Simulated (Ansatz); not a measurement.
**H₁₀NSi₃ (SMILES [SiH3][NH+]([SiH3])[SiH3]) (charge +1): density, localisation and related maps**

```xyz
14

N     0.8985   -0.9494   -0.3376
Si   -0.0345   -2.4657    0.2825
Si    0.3190    0.6393    0.4959
Si    0.8844   -0.8185   -2.2182
H     0.8588   -3.6057   -0.0123
H    -0.2475   -2.2153    1.7250
H    -1.2803   -2.4496   -0.5145
H     1.8830   -1.0804   -0.0621
H     0.8572    1.7280   -0.3491
H     0.8939    0.5836    1.8564
H    -1.1552    0.5281    0.4554
H     0.9895   -2.2150   -2.6955
H    -0.4219   -0.1879   -2.5068
H     2.0513    0.0269   -2.5470
```

Geometry: B3LYP-D3(BJ)/def2-SVP.

These are results of Ansatz 0.2.0, isolated molecule in a Gaussian basis; Kohn-Sham density functional theory, functional PBE0, not measurements.

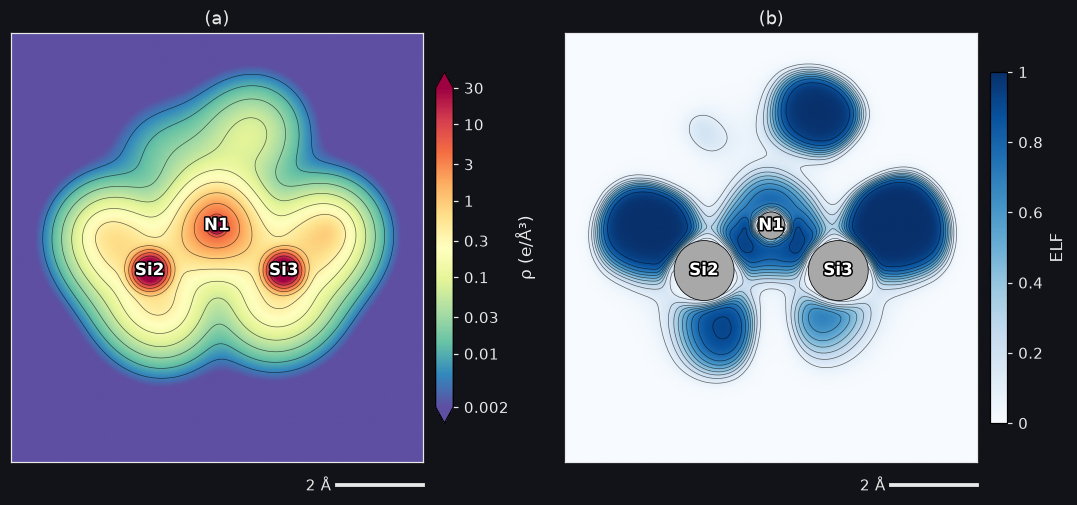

Figure 1. (a) electron density; (b) electron localisation function on the plane of atoms Si2, N1 and Si3. Grey discs cover the atomic cores in the ELF map.

**Interpret the plot.**

Atoms in the plane: N and Si.
Si–N (1.89 Å): ρ is about 0.82 e/Å³ halfway; the ELF peaks at about 0.90 between the atoms: a polar covalent bond.

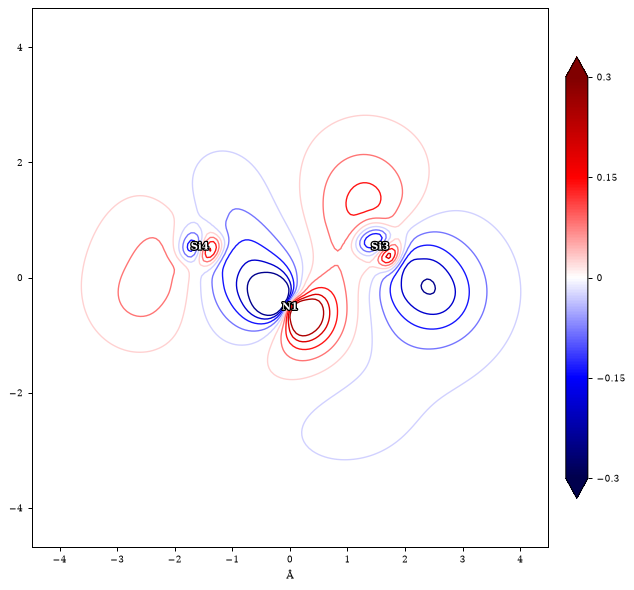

Figure 2. The HOMO−1 on the plane of atoms Si3, N1 and Si4 (values in Å⁻³ᐟ²; the overall sign is arbitrary).

**Where does this orbital lie, and at what energy?**

Its weight (Hirshfeld) is mainly on Si2 (about 15 %), Si3 (about 15 %), Si4 (about 15 %), H14 (about 10 %), N1 (about 10 %), H6 (about 10 %) and H10 (about 5 %). It is one of a degenerate set, so its orientation is arbitrary. Its energy is −14.50 eV.

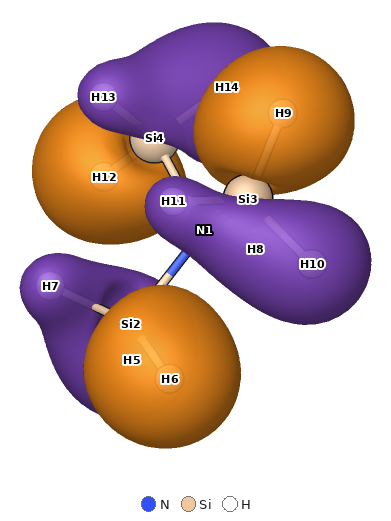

Figure 3. One frontier orbital at ±0.06 Å⁻³ᐟ² (orange and purple are the two phases), seen at an oblique angle.

**Which orbital is it: HOMO or LUMO?**

The HOMO, at −14.34 eV. By Hirshfeld shares it lies mainly on Si2 (about 15 %), Si3 (about 15 %), Si4 (about 15 %), H6 (about 10 %), H12 (about 10 %) and H9 (about 10 %).
